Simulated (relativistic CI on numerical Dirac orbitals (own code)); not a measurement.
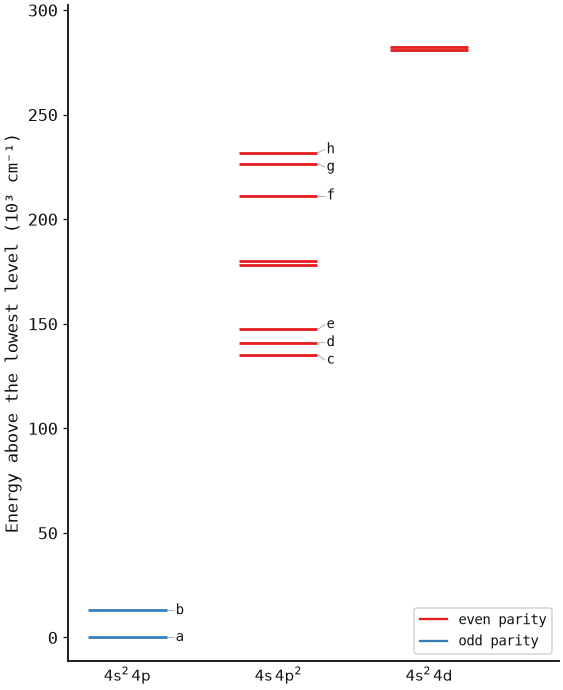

Figure 1. The lowest levels of Sr⁷⁺, with 8 of them lettered. a: 4s² 4p ²P°₁/₂ at 0; b: 4s² 4p ²P°₃/₂ at 12,940 cm⁻¹; c: 4s 4p² ⁴P₁/₂ at 135,200 cm⁻¹; d: 4s 4p² ⁴P₃/₂ at 140,800 cm⁻¹; e: 4s 4p² ⁴P₅/₂ at 147,300 cm⁻¹; f: 4s 4p² ²S₁/₂ at 211,300 cm⁻¹; g: 4s 4p² ²P₁/₂ at 226,500 cm⁻¹; h: 4s 4p² ²P₃/₂ at 231,700 cm⁻¹.

## Relativistic CI calculation, with input and output: Sr⁷⁺

Sr⁷⁺. Computed at this level: Dirac-Coulomb-Breit CI, KLI orbitals optimised for each configuration, model QED (radiative potential, 1s self-energy scaled to tabulated hydrogen-like ionisation energies), valence Slater integrals scaled by 0.9, P86 correlation estimate, and configurations built on the next ion tied to the tabulated ionisation energy (semi-empirical) (relativistic CI on numerical Dirac orbitals, in-house).

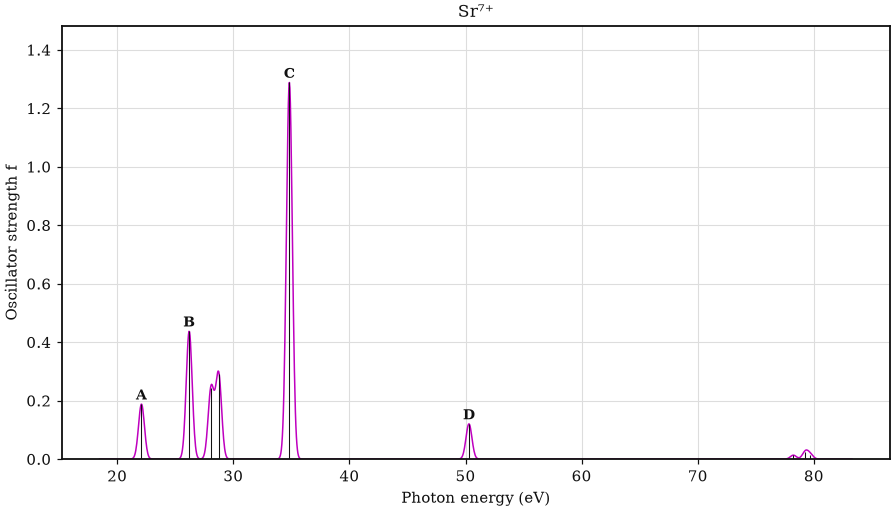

Figure 2. Absorption lines from the lowest level (oscillator strengths f) for Sr⁷⁺. The envelope is a Gaussian of full width 0.6 eV, scaled to the tallest stick. A: 4s 4p² ²D₃/₂ ← 4s² 4p ²P°₁/₂, 22.09 eV, f = 0.19; B: 4s 4p² ²S₁/₂ ← 4s² 4p ²P°₁/₂, 26.20 eV, f = 0.44; C: 4s² 4d ²D₃/₂ ← 4s² 4p ²P°₁/₂, 34.83 eV, f = 1.3; D: 4s² 5s ²S₁/₂ ← 4s² 4p ²P°₁/₂, 50.29 eV, f = 0.12. The strongest, C, lies in the extreme ultraviolet region.

These pictures come from the run below.

### The input
```
atom Sr  Z=38  charge=7  electrons=31
nucleus A=88  rms_radius_fm=4.2240
hamiltonian dirac-coulomb  breit=on  qed=on  c_scale=1
orbitals kli  potential=per-configuration
slater_scale 0.9
correlation anchor
mixing on
configurations
  [Ar] 3d10 4s2 4p
  [Ar] 3d10 4s2 4d
  [Ar] 3d10 4s2 5s
  [Ar] 3d10 4s2 5p
  [Ar] 3d10 4s2 5d
  [Ar] 3d10 4s2 6s
  [Ar] 3d10 4s2 4f
  [Ar] 3d10 4s2 5f
  [Ar] 3d10 4s 4p2
  [Ar] 3d10 4p3
  [Ar] 3d10 4s 4p 4d
  [Ar] 3d10 4p 4d2
  [Ar] 3d10 4s 4p 4f
  [Ar] 3d10 4p2 4d
  [Ar] 3d10 4s 4d2
  [Ar] 3d10 4p2 5s
  [Ar] 3d10 4s 4p 5s
  [Ar] 3d10 4p 4f2
  [Ar] 3d10 4p2 5p
  [Ar] 3d10 4s 4d 5s
  [Ar] 3d10 4p2 4f
  [Ar] 3d10 4s 4p 5p
  [Ar] 3d10 4s2 6p
  [Ar] 3d10 4s 4d 5p
end
```

The run was one of a batch that the task file lists, launched with:
```bash
python <driver script> task.json out
```

The program writes its results to a structured record and prints no log; tables and figures of this report are taken from that record.

### The lowest 20 levels

| Configuration | Level | E (eV) | LS purity (%) | Landé g | Lifetime (s; – stable or not computed) |
| --- | --- | --- | --- | --- | --- |
| 4s² 4p | ²P°₁/₂ | 0 | 98 | 0.665 | – |
| 4s² 4p | ²P°₃/₂ | 1.604 | 98 | 1.334 | 5.1×10⁻² |
| 4s 4p² | ⁴P₁/₂ | 16.76 | 98 | 2.656 | 2.3×10⁻⁸ |
| 4s 4p² | ⁴P₃/₂ | 17.45 | 99 | 1.731 | 1.3×10⁻⁷ |
| 4s 4p² | ⁴P₅/₂ | 18.26 | 96 | 1.587 | 3.0×10⁻⁸ |
| 4s 4p² | ²D₃/₂ | 22.09 | 89 | 0.808 | 4.9×10⁻¹⁰ |
| 4s 4p² | ²D₅/₂ | 22.34 | 87 | 1.214 | 6.9×10⁻¹⁰ |
| 4s 4p² | ²S₁/₂ | 26.20 | 71 | 1.665 | 7.4×10⁻¹¹ |
| 4s 4p² | ²P₁/₂ | 28.09 | 72 | 1.016 | 4.4×10⁻¹¹ |
| 4s 4p² | ²P₃/₂ | 28.73 | 96 | 1.328 | 3.6×10⁻¹¹ |
| 4s² 4d | ²D₃/₂ | 34.83 | 89 | 0.800 | 2.4×10⁻¹¹ |
| 4s² 4d | ²D₅/₂ | 35.02 | 89 | 1.200 | 2.7×10⁻¹¹ |
| 4p³ | [4p₃/₂] J = 3/2 | 43.17 | 44 | 1.247 | 8.8×10⁻¹¹ |
| 4p³ | [4p₁/₂ (4p₃/₂)²] J = 3/2 | 43.73 | 62 | 1.553 | 5.7×10⁻¹¹ |
| 4p³ | ²D°₅/₂ | 43.75 | 78 | 1.200 | 2.4×10⁻¹⁰ |
| 4p³ | ²P°₁/₂ | 47.42 | 86 | 0.665 | 8.3×10⁻¹¹ |
| 4p³ | ²P°₃/₂ | 47.90 | 74 | 1.333 | 8.4×10⁻¹¹ |
| 4s 4p 4d | ⁴F°₃/₂ | 49.65 | 98 | 0.408 | 2.0×10⁻⁹ |
| 4s 4p 4d | ⁴F°₅/₂ | 49.99 | 98 | 1.033 | 1.5×10⁻⁹ |
| 4s² 5s | ²S₁/₂ | 50.29 | 97 | 2.002 | 2.4×10⁻¹¹ |

### Results in brief

| quantity | value |
| --- | --- |
| outcome | converged |
| lowest level | 4s² 4p ²P°₁/₂ |
| first excited level | 4s² 4p ²P°₃/₂, 12,936 cm⁻¹ |
| levels computed | 349 |
| SCF iterations | 207 |
| hardware | 1 CPU thread, shared host |
| wall time | 2.5 s |

### Notes

Caveats: configurations built on the next ion are tied to the tabulated ionisation energy, low ones can still be off by several thousand cm⁻¹ and the others by 10000 or more; one shift a configuration: terms inside it, and wavelengths, can be off by thousands of cm⁻¹; only a limited list of configurations is included, so lower levels can be missing; only lines among the lowest 279 of 349 levels are drawn.
